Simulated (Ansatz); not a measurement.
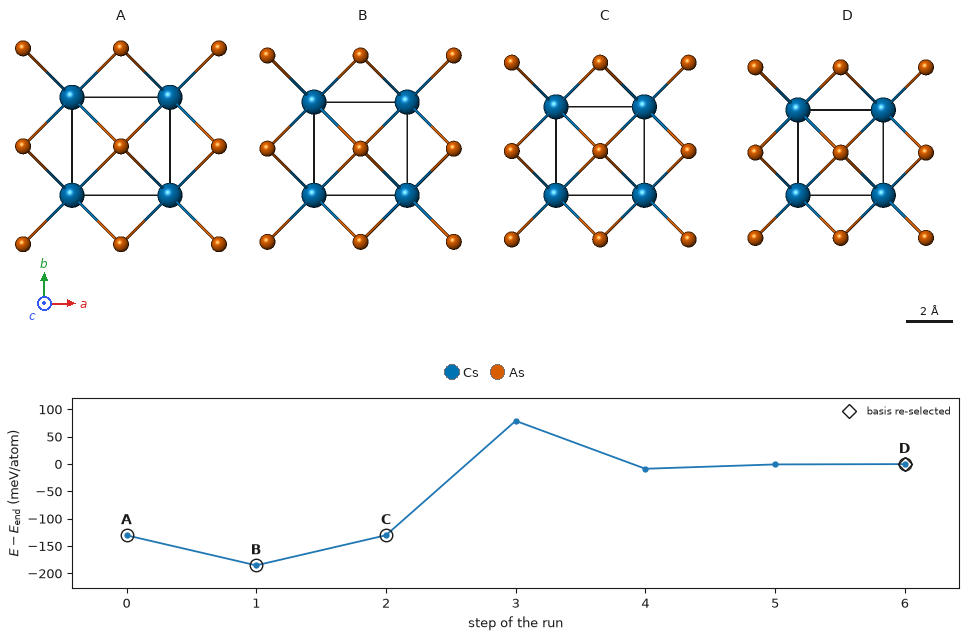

Frames of a relaxation of a crystal of CsAs (a generated structure, set up in Pm-3m), marked on the history of the run. A ball-and-stick model of the cell of the calculation, seen along the c axis.

The run lets cell and atoms move.

Theory: Kohn-Sham DFT of a periodic cell, LDA, Ansatz PAW (Ansatz 0.2.0).

The input:
```yaml
crystal:
  lattice:
    - [4.29494, 0.0, 0.0]
    - [0.0, 4.29494, 0.0]
    - [0.0, 0.0, 4.29494]
  atoms:
    - { symbol: Cs, position: [0.0, 0.0, 0.0] }
    - { symbol: As, position: [0.5, 0.5, 0.5] }
hamiltonian:
  xc: lda
  pseudopotentials: { kind: paw }
kpoints:
  mp_grid: { grid: [6, 6, 6] }
scf:
  occupations: { method: fermi_dirac, width: 0.05 }
output:
  forces: true
  stress: true
  eigenvalues: true
relax:
  f_tol: 0.01
  max_steps: 40
  cell: { stress_tol: 0.05, p_target: 10.0 }
```

Run as
```bash
ansatz run input.yaml --threads 2 --pin off --max-ram 5632MiB --backend cpu --events-out ev --progress --plain --runs-dir out
```

Q: Describe the path.

A: No atom moves by more than 0.005 Å relative to the cell. Cell: a = b = c 4.295 → 3.741 Å (−12.9 %). Volume −33.9 %. Among the contacts that change: As–Cs 3.720 → 3.240 Å. The space group stays Pm-3m (No. 221). After 5 accepted moves (6 points after the start) the energy has risen by 130 meV per atom. With the target pressure of 10 GPa, the enthalpy E + pV changes by −709 meV per atom. All forces vanish by symmetry, so only the cell relaxes. The pressure goes from −2.51 to 9.98 GPa. The SCF was repeated once at an unchanged geometry on a basis and grid sized afresh for the cell, which shifted the energy by 0.6 meV per atom at most. The run took 5.1 s on 2 threads of Arm Neoverse V2, with other jobs on the host, peak memory 0.34 GiB. From step 0 to 1: volume −13.9 %, energy −55.0 meV per atom. From step 1 to 2: volume −14.6 %, energy +55.0 meV per atom. From step 2 to 6: volume −10.1 %, energy +130 meV per atom.

```csv
step,"E − E(0), meV/atom","pressure, GPa","volume, Å³/atom",note
0,0.00,-2.51,39.613,
1,-54.99,-0.31,34.098,
2,0.05,4.55,29.119,
3,209.23,12.82,25.048,
4,121.64,9.69,26.301,
5,129.59,9.99,26.172,
6,130.15,9.98,26.172,"same geometry, new basis"
```
